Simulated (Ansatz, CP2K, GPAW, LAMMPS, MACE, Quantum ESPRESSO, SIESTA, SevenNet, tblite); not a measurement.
# Amorphous Cd8Zn24Te9S23 (64 atoms) in GPAW, part 2 of 2

Aim: run amorphous Cd8Zn24Te9S23 (64 atoms) in GPAW and see how near its forces come to a plane-wave reference, and at what cost.

Program: GPAW 26.7.0; the method stands at each step. Banners, paths, timers and routine set-up lines are dropped from the logs unmarked, and long logs keep their key lines alone; longer cuts are marked.

So far. Step 3 (PBE, LCAO szp(dzp), h 0.2 Å): Against the first run (11 %), the force difference from the reference is 16 %, at 0.70 times the CPU time, with 672 basis functions against 1088: the smaller basis costs accuracy. Step 4 (PBE, grid h 0.18 Å): Against the first run (11 %), the force difference from the reference is 3.9 %, at 18 times the CPU time (on 4 against 1 cores) (43 SCF steps against 15).

### Step 5. PBE, LCAO dzp, h 0.2 Å, other mixer settings

Method: Kohn-Sham DFT, PBE, PAW, atomic orbitals (dzp).

The input, run.py:

```python
import numpy as np
from ase.io import read
from gpaw import GPAW, FermiDirac, Mixer

atoms = read("structure.xyz")
atoms.calc = GPAW(
    mode="lcao",
    basis="dzp",
    h=0.2,
    xc="PBE",
    kpts={"size": (1, 1, 1), "gamma": True},
    occupations=FermiDirac(0.05),
    mixer=Mixer(0.03, 7, 100),
    maxiter=200,
    symmetry={"point_group": False},
    txt="gpaw.txt",
)
energy = atoms.get_potential_energy(force_consistent=True)
forces = atoms.get_forces()
print(f"energy {energy:.6f} eV")
print("forces (eV/A)")
for i, (a, f) in enumerate(zip(atoms, forces)):
    print(f"{i:4d} {a.symbol:2s} {f[0]:10.5f} {f[1]:10.5f} {f[2]:10.5f}")
print(f"Fermi level {atoms.calc.get_fermi_level():.4f} eV")
for k in range(len(atoms.calc.get_ibz_k_points())):
    for s in range(atoms.calc.get_number_of_spins()):
        e = atoms.calc.get_eigenvalues(kpt=k, spin=s)
        n = np.searchsorted(e, atoms.calc.get_fermi_level())
        print(f"k {k} spin {s} levels about the Fermi level:", np.round(e[max(n - 6, 0):n], 4).tolist(), "|", np.round(e[n:n + 6], 4).tolist())
```

The input, structure.xyz:

```xyz
64
Lattice="11.62280 0.00000 0.00000 0.00000 11.62280 0.00000 0.00000 0.00000 11.62280" Properties=species:S:1:pos:R:3 pbc="T T T"
[... 64 atom lines left out: the same atoms as in the first run ...]
```

Started as:

```sh
> OMP_NUM_THREADS=1 python run.py > output.txt
```

Output:

```text
energy -161.446912 eV
forces (eV/A)
   0 Cd   -0.00644   -0.18249   -0.31390
   1 Cd    0.16380   -0.14429   -0.42761
   2 Cd    0.17455   -0.15085   -0.16522
   3 Cd   -0.35145    0.04935   -0.23892
   4 Cd   -1.03917   -0.05016    1.10349
   5 Cd    0.06993   -0.51923    0.11375
[...]
61 S    -0.19205   -0.59063   -0.35508
  62 S    -0.26601    0.10590    0.33850
  63 S    -0.32726    0.03966   -0.22776
Fermi level 4.5988 eV
k 0 spin 0 levels about the Fermi level: [3.7134, 3.8314, 4.0215, 4.311, 4.4829, 4.556] | [4.6419, 4.7135, 4.899, 4.9769, 5.1149, 5.1912]
```

gpaw.txt:

```text
Input parameters:
  mode=LCAO(),
  basis={'default': 'dzp'},
  h=0.2,
  kpts=MonkhorstPack(size=(1, 1, 1), gamma=True),
  maxiter=200,
[... lines left out ...]
  occupations=Occupations(name='fermi-dirac', width=0.05, fixmagmom=False),
[... lines left out ...]
  Fermi-Dirac:
[... lines left out ...]
convergence criteria:
- Maximum [total energy] change in last 3 cyles: 0.0005 eV / valence electron
[... lines left out ...]
Converged in 22 steps
[... lines left out ...]
  Free energy:    -161.446912
[... lines left out ...]
Fermi level: 4.599
[... lines left out ...]
|        ... |               |           |
|        349 |         9.404 |     0.000 |
Gap: 0.086 eV
Transition (v -> c):
  (s=0, k=0, n=287, [0.00, 0.00, 0.00]) -> (s=0, k=0, n=288, [0.00, 0.00, 0.00])
No difference between direct/indirect transitions
Force computation time: 28.869  # s
timing:  # [seconds]
  Total:  310.640  # ━━━━━━━━━━━━━━━━━━━━━━━━━━━━━━━━━━━━━━━━━━━━━━━━━━━━━━━━
  Init:    10.340  # ━━
  SCF:    271.404  # ━━━━━━━━━━━━━━━━━━━━━━━━━━━━━━━━━━━━━━━━━━━━━━━━━
  Forces:  28.869  # ━━━━━
```

Wall time 5.2 min (1 thread of Arm Neoverse V2, shared host); peak memory 1.8 GiB.

Compared with the plane-wave run:

- r.m.s. force component: 0.4651 eV/Å
- r.m.s. difference of force components: 46.6 meV/Å
- longest difference of force vectors: 225.7 meV/Å
- force difference over r.m.s. force: 10.27 %
- slope of forces against the reference's: 1.02
- correlation of force components: 0.9952
- energy less the same-level run's: 0.0001 meV/atom
- r.m.s. force difference from the same-level run: 3.152 meV/Å

Against the first run (11 %), the force difference from the reference is 10 %, at 1.4 times the CPU time (22 SCF steps against 15): another solver or mixer reaches the same state.

### Step 6. PBE, LCAO dzp, h 0.25 Å

Method: Kohn-Sham DFT, PBE, PAW, atomic orbitals (dzp).

Edit run.py of step 5 so:

```diff
@@ -2,3 +2,3 @@
 from ase.io import read
-from gpaw import GPAW, FermiDirac, Mixer
+from gpaw import GPAW, FermiDirac
 
@@ -8,3 +8,3 @@
     basis="dzp",
-    h=0.2,
+    h=0.25,
     xc="PBE",
@@ -12,3 +12,2 @@
     occupations=FermiDirac(0.05),
-    mixer=Mixer(0.03, 7, 100),
     maxiter=200,
```

structure.xyz is that of step 5.

Output:

```text
energy -158.042228 eV
forces (eV/A)
   0 Cd    0.01378   -0.16014   -0.32302
   1 Cd    0.17986   -0.16779   -0.41063
   2 Cd    0.19403   -0.16800   -0.18662
   3 Cd   -0.36387    0.04397   -0.22897
   4 Cd   -1.01923   -0.04571    1.10671
   5 Cd    0.05311   -0.52713    0.08860
[...]
61 S    -0.16492   -0.55949   -0.43176
  62 S    -0.30453    0.08620    0.26442
  63 S    -0.32742    0.03612   -0.31285
Fermi level 4.5993 eV
k 0 spin 0 levels about the Fermi level: [3.7141, 3.8321, 4.0222, 4.3117, 4.483, 4.5569] | [4.6422, 4.7139, 4.8996, 4.9781, 5.1155, 5.1913]
```

gpaw.txt:

```text
Input parameters:
  mode=LCAO(),
  basis={'default': 'dzp'},
  h=0.25,
  kpts=MonkhorstPack(size=(1, 1, 1), gamma=True),
  maxiter=200,
  occupations=Occupations(name='fermi-dirac', width=0.05, fixmagmom=False),
[... lines left out ...]
  Fermi-Dirac:
[... lines left out ...]
convergence criteria:
- Maximum [total energy] change in last 3 cyles: 0.0005 eV / valence electron
[... lines left out ...]
Converged in 15 steps
[... lines left out ...]
  Free energy:    -158.042228
[... lines left out ...]
Fermi level: 4.599
[... lines left out ...]
|        ... |               |           |
|        349 |         9.405 |     0.000 |
Gap: 0.085 eV
Transition (v -> c):
  (s=0, k=0, n=287, [0.00, 0.00, 0.00]) -> (s=0, k=0, n=288, [0.00, 0.00, 0.00])
No difference between direct/indirect transitions
Force computation time: 18.186  # s
timing:  # [seconds]
  Total:  139.216  # ━━━━━━━━━━━━━━━━━━━━━━━━━━━━━━━━━━━━━━━━━━━━━━━━━━━━━━━━
  Init:     8.256  # ━━━╸
  SCF:    112.745  # ━━━━━━━━━━━━━━━━━━━━━━━━━━━━━━━━━━━━━━━━━━━━━╸
  Forces:  18.186  # ━━━━━━━╸
```

Elapsed: 2.3 min, on 1 thread; peak memory 1.1 GiB.

Numbers from this run, and their distance from the reference:

```yaml
r_m_s_force_component: 0.4688 eV/Å
r_m_s_difference_of_force_components: 48.16 meV/Å
longest_difference_of_force_vectors: 224.4 meV/Å
force_difference_over_r_m_s_force: 10.61 %
slope_of_forces_against_the_reference_s: 1.028
correlation_of_force_components: 0.9951
energy_less_the_same_level_run_s: 53.2 meV/atom
r_m_s_force_difference_from_the_same_level_run: 25.79 meV/Å
```

This is a coarse setting, run to see what it loses.

Against the first run (11 %), the force difference from the reference is 11 %, at 0.62 times the CPU time.

### Step 7. All runs compared

Differences are against the plane-wave reference, forces as r.m.s. over components; share is that over the reference's r.m.s. force, slope the least-squares factor from reference forces to these. Total energies of different programs have different zeros and aren't compared.

| run | Δ force, r.m.s. (meV/Å) | share (%) | slope | cores | CPU time | memory (GiB) |
| --- | --- | --- | --- | --- | --- | --- |
| reference | - | - | - | 8 | 1.9 min | 2.3 |
| GPAW PBE, LCAO dzp, h 0.2 Å | 47.6 | 10.5 | 1.021 | 1 | 3.7 min | 1.8 |
| GPAW PBE, LCAO szp(dzp), h 0.2 Å (coarse) | 73.0 | 16.1 | 1.030 | 1 | 2.6 min | 1.7 |
| GPAW PBE, grid h 0.18 Å | 17.6 | 3.88 | 0.996 | 4 | 68 min | 5.1 |
| GPAW PBE, LCAO dzp, h 0.2 Å, other mixer settings | 46.6 | 10.3 | 1.020 | 1 | 5.2 min | 1.8 |
| GPAW PBE, LCAO dzp, h 0.25 Å (coarse) | 48.2 | 10.6 | 1.028 | 1 | 2.3 min | 1.1 |

Rows marked coarse were listed beforehand as settings not expected to be converged; some can still land near the reference.

CPU time is summed over cores on a shared host, where runs went side by side, so it is rough. Symmetry, cutoffs, thresholds, outputs and thread counts weren't matched or tuned between programs; memory under MPI is the largest rank's times the ranks.

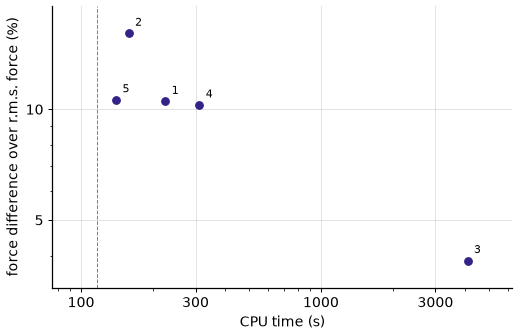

Force difference against CPU time; the dashed line marks the reference's time. Points: 1 GPAW PBE, LCAO dzp, h 0.2 Å; 2 GPAW PBE, LCAO szp(dzp), h 0.2 Å; 3 GPAW PBE, grid h 0.18 Å; 4 GPAW PBE, LCAO dzp, h 0.2 Å, other mixer settings; 5 GPAW PBE, LCAO dzp, h 0.25 Å.

Within one program, basis, potentials and functional, energies share a zero. Each run against its twin at the usual cutoff or grid and solver:

| run | twin | Δ energy (meV/atom) | Δ force, r.m.s. (meV/Å) | CPU time over the twin's |
| --- | --- | --- | --- | --- |
| GPAW PBE, LCAO dzp, h 0.2 Å, other mixer settings | LCAO dzp, h 0.2 Å | 1.0e-4 | 3.15 | 1.4 |
| GPAW PBE, LCAO dzp, h 0.25 Å | LCAO dzp, h 0.2 Å | 53.2 | 25.8 | 0.62 |

### Step 8. Summary of results

```
nearest in forces : GPAW PBE, grid h 0.18 Å, 3.9 %
its CPU time      : 68 min
```

In words: PBE on plane waves or a grid with other potentials, cutoffs or grids, coarse settings apart, differs from the reference by 3.9 % (GPAW PBE, grid h 0.18 Å) of the r.m.s. force; this holds the reference's own error, so differences of a few per cent don't tell which side is nearer the exact PBE result. The PBE runs in local orbitals, coarse settings apart, differ by 10 % (GPAW PBE, LCAO dzp, h 0.2 Å, other mixer settings) to 11 % (GPAW PBE, LCAO dzp, h 0.2 Å); basis, grid and potentials can all enter. Runs with settings chosen to be coarse differ by 11 % (GPAW PBE, LCAO dzp, h 0.25 Å) to 16 % (GPAW PBE, LCAO szp(dzp), h 0.2 Å), their programs' other errors included. None of the electronic-structure runs in the table takes under half the reference's CPU time of 1.9 min; they take 1.2 to 35 times as much. The potentials hold different valence shells: 730 electrons in the reference, 576 in GPAW; this bears on time and differences. The quench rate of 100 K/ps is many orders above laboratory rates, so the cell is likely richer in defects and strain than a real sample. The network of bonds at the start is that of the classical potential that made the cell, and needn't be the one that DFT or experiment would give. The electronic-structure runs sample only Γ, in a cell whose shortest periodic width is 12 Å, which is coarse for a cell with partly filled levels. Spin–orbit coupling is left out, which matters for the levels of the heavy elements.

[Also dropped from logs without a mark: logging warnings of Python, and SIESTA's first energy breakdown and zero terms.]

[Logs are printed without paths, hosts, clocks, repeated set-up lines and the standing remarks that a program may print on its own settings, such as how far it seeks lower states.]

[Hosts, paths, dates, database ids (printed as entryN), source tags and the programs' standing remarks are cut or masked in the printed files.]
